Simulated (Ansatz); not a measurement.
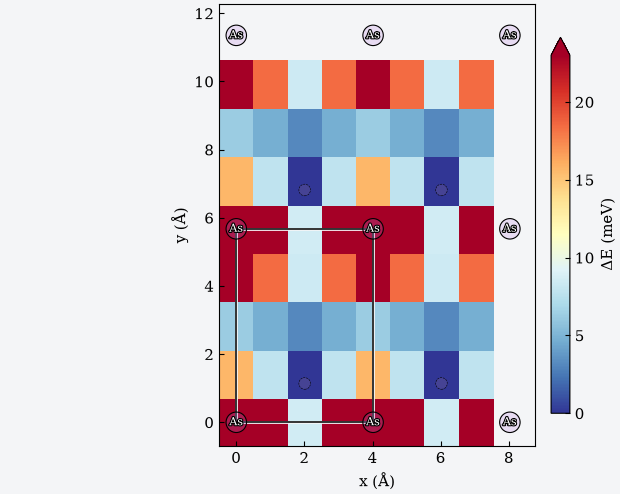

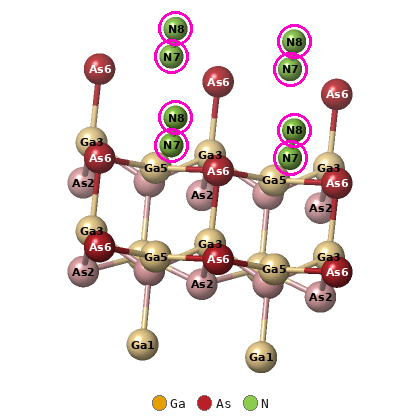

Energy landscape of N₂ on a GaAs(110) slab cut from the F-43m phase, its upper half relaxed before the scan (6 atoms of substrate and one adsorbate in a 1 × 1 cell). N2 is moved over the surface cell at a fixed height above a rigid substrate; the origin of the map has the adsorbate above As6; the height is held at 3.40 Å. Places are given modulo a cell vector. The map is drawn in real space over the plane of the surface. Grid: 4 × 4 points; 12 points were computed and 4 follow by symmetry. Energies are in meV, from the lowest grid point. With one adsorbate in each 1 × 1 cell, its nearest image is 4.0 Å away, so neighbouring adsorbates interact. At a fixed height the lowest place need not be the adsorption site. Method: DFT PBE+D3(BJ), scalar-relativistic, plane waves, PAW (Ansatz 0.2.0). Settings: cutoff 420 eV, k-mesh 7×5×1, gaussian smearing 0.05 eV, no spin polarisation.

The picture shows one coloured cell a grid point, labelled circles for the atoms of the top layer and small ones for the second layer, the outline of one cell of the 2 × 2 shown, one colour for all values above the top of the scale. The second picture is the structure at the lowest point; rings mark the moved atoms.

Q: Summarise what can be read from the map.

A: The lowest grid point is at (2/4, 1/4) of the cell vectors. The highest grid point, the top site over a surface As atom, (0/4, 0/4) of the cell vectors, lies 59.3 meV above the lowest.

The input of one point:

```yaml
crystal:
  lattice:
    - [4.0137031116, 0.0, 0.0]
    - [0.0, 5.6762333758, 0.0]
    - [0.0, 0.0, 22.8852699092]
  atoms:
    - { symbol: Ga, position: [0.5, 0.5, 0.1747849169] }
    - { symbol: As, position: [0.0, 0.25, 0.1747849169] }
    - { symbol: Ga, position: [0.0, 0.0653835254, 0.2732733389] }
    - { symbol: As, position: [0.5, 0.8102208702, 0.2554204538] }
    - { symbol: Ga, position: [0.5, 0.4894639615, 0.3292030243] }
    - { symbol: As, position: [0.0, 0.2887573197, 0.3664046761] }
    - { symbol: "N", position: [0.5, 0.5387573197, 0.5149718555] }
    - { symbol: "N", position: [0.5, 0.5387573197, 0.5630377077] }
basis:
  ecutwfc: 420
kpoints:
  mp_grid: { grid: [7, 5, 1] }
hamiltonian:
  xc: pbe
  pseudopotentials: { kind: paw, azcp: { folder: soft_1 } }
  dispersion: d3bj
scf:
  occupations: { method: gaussian, width: 0.05 }
output:
  forces: true
  eigenvalues: true
efield:
  axis: 3
  dipole_correction: true
  ramp_width: 0.04
```

The whole map (12 points run) took 12 min on 2 threads of Arm Neoverse N1, on a shared host.
